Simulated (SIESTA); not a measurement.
Band structure of TiCo (Pm-3m, 2 atoms in the cell).

```xyz
2
Lattice="2.9551 0.0000 0.0000 0.0000 2.9551 0.0000 0.0000 0.0000 2.9551" Properties=species:S:1:pos:R:3 pbc="T T T"
Ti     0.0000     0.0000     0.0000
Co     1.4775     1.4775     1.4775
```
Moments meant for the start (each program seeds them in its own way; μB, in the order of the atoms Ti Co): 1.0 3.0.

Method of the run: GGA PBE, numerical atomic orbitals DZP, PseudoDojo PBE standard norm-conserving potentials (rewritten from UPF to PSML) (SIESTA 5.4.2).

Settings: XC.functional = GGA; XC.authors = PBE; potentials = PseudoDojo PBE standard; PAO.BasisSize = DZP; PAO.EnergyShift = 0.01 Ry; MeshCutoff = 350 Ry; kgrid.MonkhorstPack = 8 8 8; OccupationFunction = MP; OccupationMPOrder = 0; ElectronicTemperature = 0.1 eV; Spin = polarized; DM.InitSpin = [1 +1.00, 2 +3.00]; MaxSCFIterations = 150; SCF.Mixer.Method = Pulay.

The starting cell comes from a database of computed structures (which also holds hypothetical and non-ambient phases and stackings), without a prior relaxation at this level. Its lattice was rescaled by a random factor within 2.5 % of one. With one magnetic atom in the cell only a parallel order is possible. Values carry the incompleteness of an atom-centred basis.

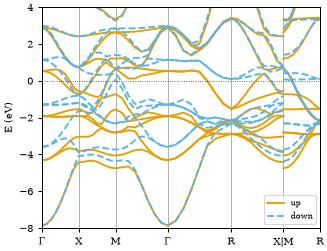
*Bands along the path, energies from the Fermi level.*

Levels in eV from the Fermi level, bands 12 to 17 of the first spin channel:
```tsv
point	12	13	14	15	16	17
Γ	-1.93	-1.93	-1.93	0.53	0.53	2.88
X	-1.91	-1.91	-1.54	-0.72	-0.58	0.74
M	-2.81	-1.55	-0.73	0.67	0.67	1.20
R	-2.16	-2.16	-2.16	-1.53	-1.53	3.42
```

Bands cross the Fermi level along this path, so the cell is metallic at this level.

Higher empty bands are left out: an atom-centred basis made for the valence describes them poorly.

The net moment of the cell came out as 0.92 μB.
